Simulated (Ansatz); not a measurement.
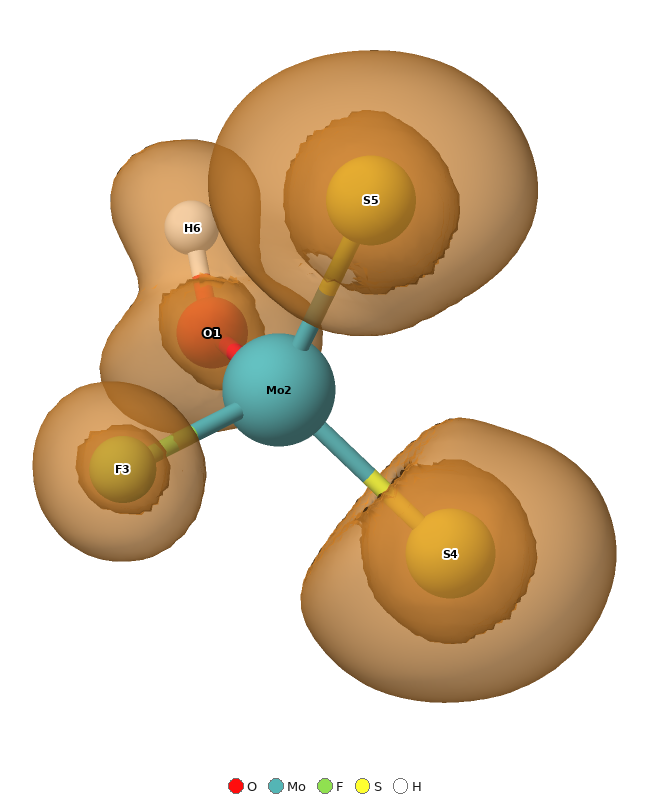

FHMoOS$_{2}$ (SMILES [OH][Mo]([F])(=[S])=[S]). Isosurface of the electron localisation function at 0.75 (orange), seen at an oblique angle. Only the valence region is drawn (cores and ρ < 0.01 e/Å³ removed).

Geometry: PBE0-D4/def2-TZVP; core potentials replace the inner electrons of Mo.

All numbers below come from isolated molecule in a Gaussian basis; Hartree-Fock (Ansatz).

```xyz
6

O    -1.1371    0.4251    0.8507
Mo    0.2389   -0.2926   -0.1585
F     1.4113   -1.2455    0.8865
S    -0.6007   -1.5516   -1.6048
S     1.2681    1.2485   -1.1311
H    -1.1384    1.3520    1.1110
```

Question: Where are the electrons localised?

Answer: The ELF exceeds this value in one region wrapped around F (its valence shell), two regions wrapped around S (the valence shell of each) and one joined region spread over several atoms (H, O), in which their bonds and any lone pairs are merged. Along the contacts the grid gives the following. Mo–F (1.84 Å): the ELF peaks at about 0.85 in the valence shell of F, 0.5 Å from its nucleus, and drops to about 0.20 between the two atoms. Mo–O (1.85 Å): the ELF peaks at about 0.85 in the valence shell of O, 0.6 Å from its nucleus, and drops to about 0.25 between the two atoms.
